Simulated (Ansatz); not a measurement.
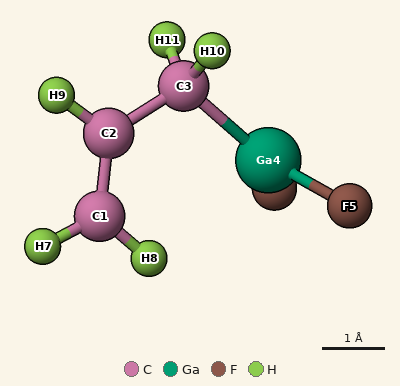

This is the input geometry for a relaxation of C3H5F2Ga. A ball-and-stick model, seen at a tilt.

The start comes from PBE-D4/def2-SVP.

All numbers below come from RKS PBE0-D4/def2-TZVP (Ansatz 0.2.0).

Input file:
```yaml
crystal:
  periodic: [false, false, false]
  atoms:
    - {symbol: C, position_ang: [-0.677205, -0.368157, -1.453994]}
    - {symbol: C, position_ang: [-0.308687, -1.095636, -0.386004]}
    - {symbol: C, position_ang: [0.351384, -0.578581, 0.860822]}
    - {symbol: Ga, position_ang: [0.516735, 1.380974, 0.828873]}
    - {symbol: F, position_ang: [1.914930, 2.261505, 0.202999]}
    - {symbol: F, position_ang: [-0.702522, 2.492360, 1.462894]}
    - {symbol: H, position_ang: [-1.152411, -0.823611, -2.336282]}
    - {symbol: H, position_ang: [-0.519554, 0.727231, -1.505604]}
    - {symbol: H, position_ang: [-0.498300, -2.186135, -0.408947]}
    - {symbol: H, position_ang: [1.368408, -1.009646, 0.988226]}
    - {symbol: H, position_ang: [-0.227279, -0.857302, 1.767616]}
basis:
  gaussian: {orbitals: def2-TZVP}
hamiltonian: {xc: pbe0, dispersion: d4}
relax: {f_tol: 0.005, max_steps: 150}
```

Command:
```bash
ansatz run in.yaml --threads 4 --pin off --events-out ev --progress --plain --max-ram 11315MiB
```

### Predict the outcome.

Over 42 accepted moves (46 points after the start) the energy falls by 7.75 kJ/mol. The largest force component goes from 0.63 to 0.0041 eV/Å. The line search rejected the trial steps at points 8, 11, 14, 36 of the run. F6 moves most after the best rigid fit: 1.89 Å. Largest moves by element: F 1.89 Å, H 0.48 Å, C 0.30 Å, Ga 0.10 Å. Among the contacts that change: C1–H8 1.108 → 1.087 Å, C1–C2 1.344 → 1.325 Å, Ga4–F5 1.767 → 1.749 Å, C3–Ga4 1.967 → 1.949 Å. Bond angles that change, for instance: C2–C3–Ga4 111.5° → 117.0°, C3–Ga4–F5 124.7° → 128.2°, C3–Ga4–F6 124.2° → 121.7°. Groups turn about C3–Ga4 by about 90°.

Final geometry:

```xyz
11

C    -0.4315   -0.4604   -1.5896
C    -0.2900   -1.0952   -0.4348
C     0.1118   -0.4982    0.8744
Ga    0.4656    1.4178    0.9023
F     0.3771    2.5536   -0.4242
F     0.9387    2.2433    2.3691
H    -0.7291   -0.9961   -2.4833
H    -0.2588    0.6074   -1.6922
H    -0.4802   -2.1676   -0.4058
H     1.0147   -0.9821    1.2654
H    -0.6527   -0.6796    1.6393
```

After the run, drawn alike:

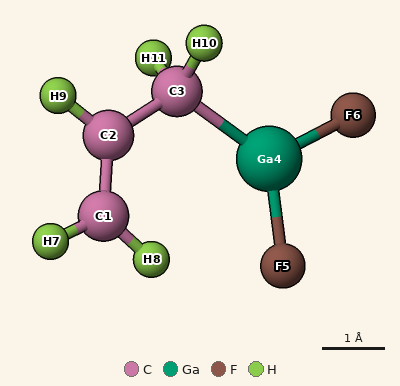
